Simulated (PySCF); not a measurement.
NMR shielding calculation of CH6F2P2Si

- system: CH6F2P2Si, SMILES FC(F)[SiH](P)P
- method: GIAO PBE0/cc-pVTZ NMR shielding, non-relativistic, gas phase (PySCF 2.14.0)

The geometry comes from this level: PBE0-D3(BJ)/def2-SVP. Figures and captions count atoms from 1; the log counts them from 0 in places.

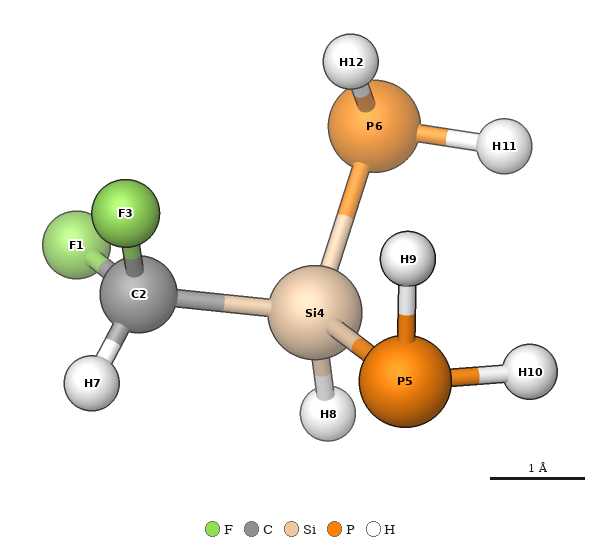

Figure 1. The structure (ball-and-stick view, seen at a tilt; atoms are numbered from 1 in the order of the input).

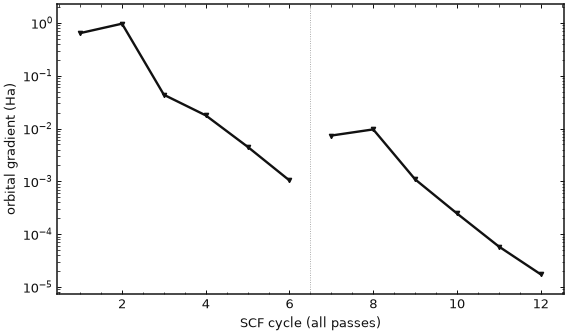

Figure 2. Convergence of the self-consistent field: orbital gradient against the SCF cycle. The dotted line marks the change from a coarse to the final integration grid. The first 6 cycles use a coarse grid, the final grid takes over at cycle 7, and the field converges after 12 cycles in all.

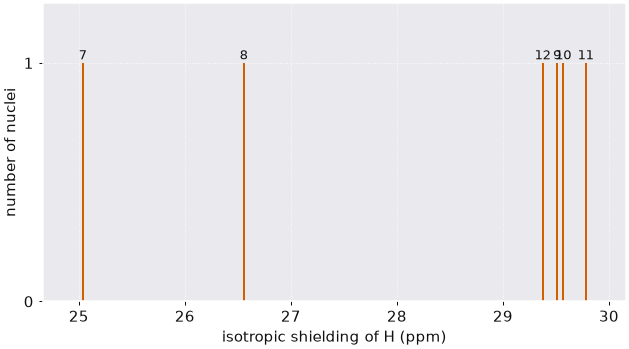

Figure 3. Isotropic shieldings of the hydrogen nuclei in this fixed geometry, labelled by atom number; shielding grows to the right, so chemical shift grows to the left. The least shielded is H7 (25.0 ppm), the most shielded H11 (29.8 ppm).

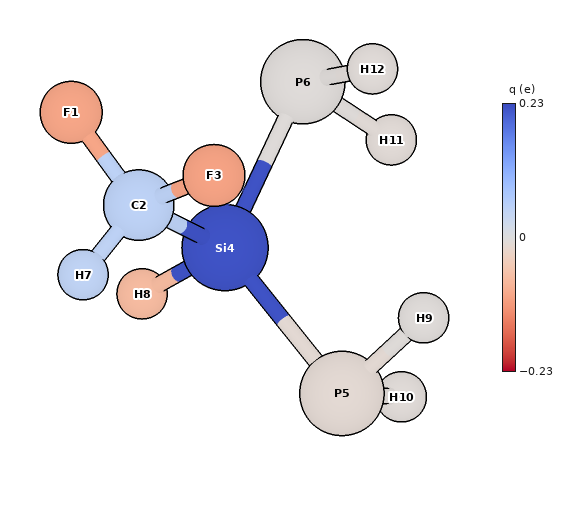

Figure 4. Hirshfeld charges, as the colour of each atom (ball-and-stick view, seen at a tilt; atoms are numbered from 1 in the order of the input). By element: F −0.10, C +0.05, Si +0.22, P −0.01 to 0.00 and H −0.07 to +0.05 e.

The input that produced these results follows, with the program's output.

**Input**
```
{"job": {"kind": "nmr", "xc": "PBE0", "basis": "cc-pVTZ", "pop": true}, "charge": 0, "multiplicity": 1}
F      2.468019    -0.337861     0.988472
C      1.659902     0.553112     0.361129
F      1.136098     1.384106     1.306344
Si     0.216498    -0.362723    -0.531596
P     -1.106418     1.267802    -1.380471
P     -0.622591    -1.800667     0.999081
H      2.285942     1.167271    -0.313130
H      0.797280    -1.131441    -1.673363
H     -1.740955     1.525261    -0.127303
H     -2.109333     0.345293    -1.811650
H     -1.883182    -1.905920     0.332161
H     -1.058117    -0.731117     1.842147
```

The first line tells a small driver script what to run in PySCF; the rest is the geometry in Å.

Launch command:
```bash
OMP_NUM_THREADS=1 python <driver script> task.json out
```

**What the program printed**
```
coarse grid: 11856 points
cycle   1  E = -1213.0294243070  dE =  3.647e-01  |g| = 6.409e-01  |ddm| = 5.727e+00
cycle   2  E = -1212.9549967485  dE =  7.443e-02  |g| = 9.671e-01  |ddm| = 1.663e+00
cycle   3  E = -1213.0952087101  dE = -1.402e-01  |g| = 4.362e-02  |ddm| = 9.812e-01
cycle   4  E = -1213.0955498949  dE = -3.412e-04  |g| = 1.776e-02  |ddm| = 1.022e-01
cycle   5  E = -1213.0956481043  dE = -9.821e-05  |g| = 4.521e-03  |ddm| = 3.665e-02
cycle   6  E = -1213.0956538611  dE = -5.757e-06  |g| = 1.041e-03  |ddm| = 8.262e-03
final grid: 102432 points
cycle   7  E = -1213.1129887265  dE = -5.498e-05  |g| = 7.379e-03  |ddm| = 5.599e-02
cycle   8  E = -1213.1129818627  dE =  6.864e-06  |g| = 9.643e-03  |ddm| = 2.315e-02
cycle   9  E = -1213.1130001327  dE = -1.827e-05  |g| = 1.094e-03  |ddm| = 1.253e-02
cycle  10  E = -1213.1130003315  dE = -1.987e-07  |g| = 2.471e-04  |ddm| = 1.724e-03
cycle  11  E = -1213.1130003423  dE = -1.080e-08  |g| = 5.853e-05  |ddm| = 3.859e-04
cycle  12  E = -1213.1130003430  dE = -7.167e-10  |g| = 1.741e-05  |ddm| = 1.053e-04
converged SCF energy = -1213.1130003430

GIAO shielding tensors (ppm)
atom      isotropic    diamagn.    paramagn.     s11        s22        s33       span
  0 F      318.718     469.825    -151.107    195.050    316.379    444.725    249.675
  1 C       63.575     239.257    -175.682     42.227     68.188     80.310     38.083
  2 F      327.190     472.726    -145.536    197.852    317.660    466.059    268.207
  3 Si     380.575     887.661    -507.086    332.621    401.739    407.364     74.743
  4 P      569.387     969.133    -399.746    527.846    578.508    601.808     73.963
  5 P      579.368     968.877    -389.510    541.087    581.614    615.403     74.316
  6 H       25.037      28.477      -3.440     22.731     24.823     27.556      4.825
  7 H       26.555      29.660      -3.105     23.406     24.775     31.484      8.078
  8 H       29.512      30.764      -1.252     25.191     27.957     35.387     10.196
  9 H       29.569      30.087      -0.518     25.366     27.098     36.244     10.878
 10 H       29.781      30.243      -0.462     25.209     27.625     36.508     11.299
 11 H       29.375      30.666      -1.291     25.167     27.746     35.212     10.045
```

**Key numbers**

- outcome: converged
- total energy: −1213.113000 hartree
- HOMO: −7.26 eV
- LUMO: −0.41 eV
- dipole moment: 1.77 D
- isotropic shielding, F: 318.7 to 327.2 ppm
- isotropic shielding, C: 63.6 ppm
- isotropic shielding, Si: 380.6 ppm
- isotropic shielding, P: 569.4 to 579.4 ppm
- isotropic shielding, H: 25.0 to 29.8 ppm
- hardware: 1 CPU thread, shared host
- wall time: 44 s
- peak memory: 1.1 GiB
